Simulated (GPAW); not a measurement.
A computed Ag L₃-edge spectrum of one site in a crystal of Ag. Method: GPAW, RPBE, excited-electron core hole (neutral cell) in a small cell, dipole transitions, broadening that rises with energy.

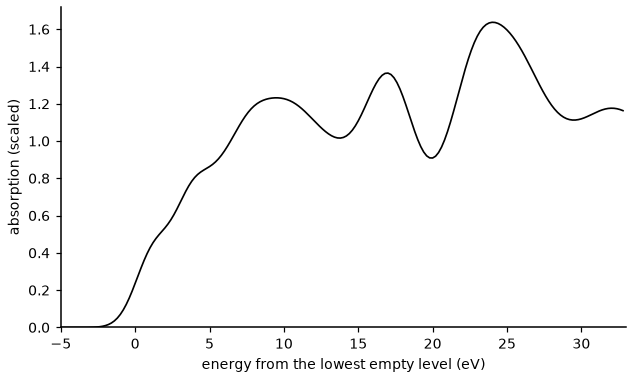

Energy from the lowest empty level; intensity scaled to a mean of 1 over the first 20 eV.

Q: What surroundings does the absorber have?

At an L edge the dipole rule selects empty d and s states; the absorber's d shell is nominally full, so the onset shows only d character mixed into the empty bands. It is atom 1 of Ag (Silver, Fm-3m), with 12 Ag at 2.89 Å (cuboctahedral, site symmetry m-3m). Its main maxima below 30 eV lie at 9.4 eV (1.23), 17.0 eV (1.36) and 24.0 eV (1.64). A near-edge spectrum doesn't fix the structure by itself; it is matched against candidates. Only the L₃ part is meant: spin–orbit coupling of the core level isn't computed and the L₂ copy isn't added. The script folds with a Gaussian, whereas the core hole's own line is a Lorentzian, so the onset is too steep and the first peak too high. The holes are only 5.8 Å apart, so the shape is probably not converged with cell size; no larger cell was run here. Lifetime broadening is put in by hand, and intensities beyond about 20 eV depend on it and on the partial waves. The structure is a published determination, not relaxed.

[Hosts, paths, dates, database ids (printed as entryN), source tags and the programs' standing remarks are cut or masked in the printed files.]

[Lists of maxima count a maximum above −3 eV only where it reaches 4 % of the highest in the window and stands out from its surroundings by 2 % of it (1.5 % where it reaches 55 %); shoulders and weaker maxima are passed over, and of the rest the first, up to two pre-edge ones and the few strongest are named.]
